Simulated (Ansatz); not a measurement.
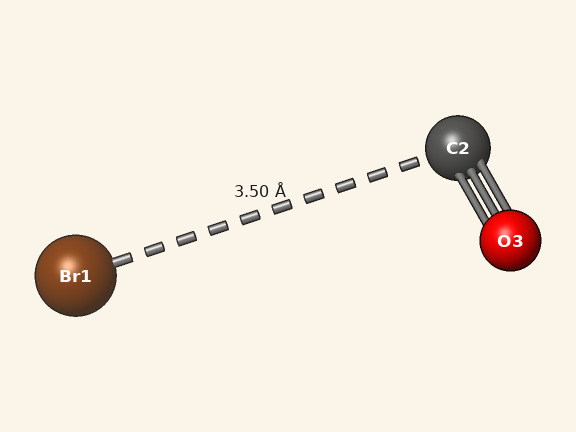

Two molecules or ions; the broken line marks their closest contact (measured against van der Waals radii). The species has charge −1 and is a spin singlet. Geometry: a pair of rigid molecules at a changed separation. Program: Ansatz 0.2.0.

**Which two species are they?**

Br and CO (`[Br-].[C-]#[O+]`).

Give the counterpoise-corrected interaction energy (kcal/mol, monomers kept as in the pair) with RHF-CCSD(T) (frozen core)/def2-TZVPPD; ωB97M-V/def2-TZVPPD.

```tsv
level	interaction energy (kcal/mol)
RHF-CCSD(T) (frozen core)/def2-TZVPPD	−2.2
ωB97M-V/def2-TZVPPD	−2.9
```
